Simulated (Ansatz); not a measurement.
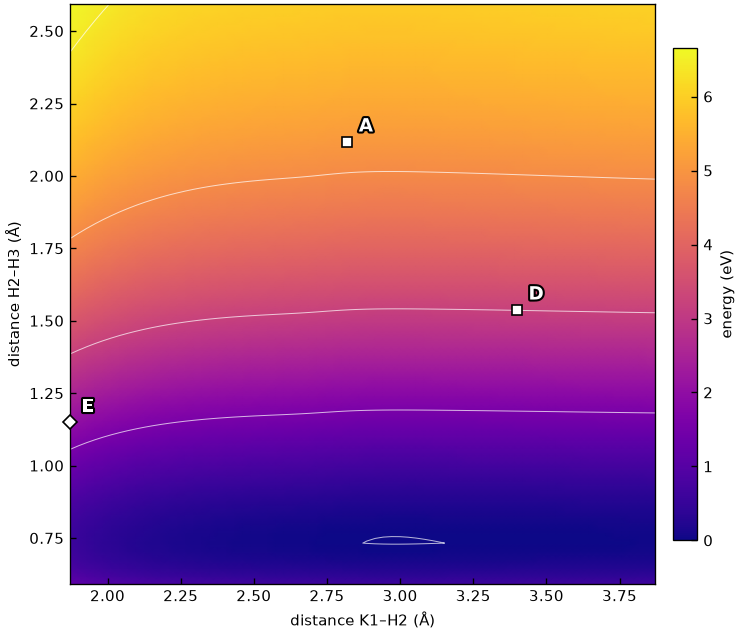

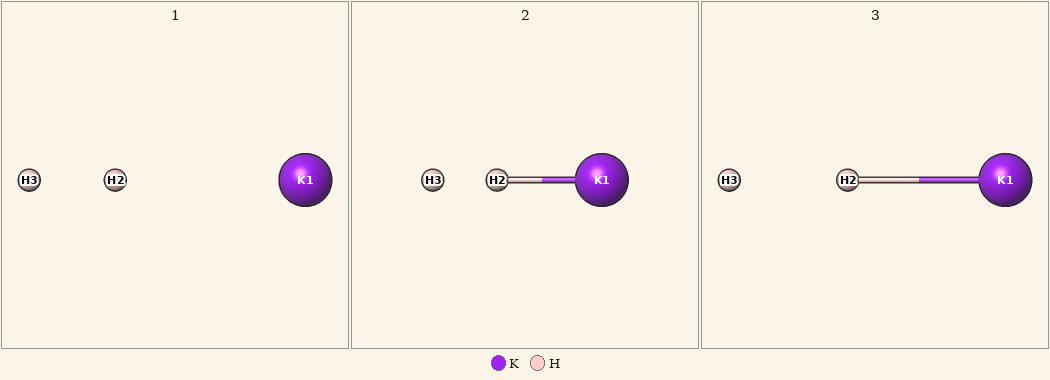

The system K⁺ + H₂. First axis: distance K1–H2. Second axis: distance H2–H3. Nothing is relaxed (the angle K1–H2–H3 is fixed at 180 degrees). Grid: 17 × 17 points. Points are written as (first, second). All energies are given in eV relative to the lowest grid point. The reference is spin-restricted, so regions where a bond is pulled apart into radicals lie too high. All numbers below come from RKS B3LYP-D4/def2-TZVPD (Ansatz).

In the figure: a smooth colour map with a few white contour lines, lettered points. Between grid points the surface is interpolated. The numbered pictures are the structures at these points, in random order.

> Which structure belongs to which point?

A is structure 3: (2.819 Å, 2.119 Å), 5.07 eV; D is structure 1: (3.399 Å, 1.539 Å), 3.21 eV; E is structure 2: (1.872 Å, 1.151 Å), 2.06 eV.
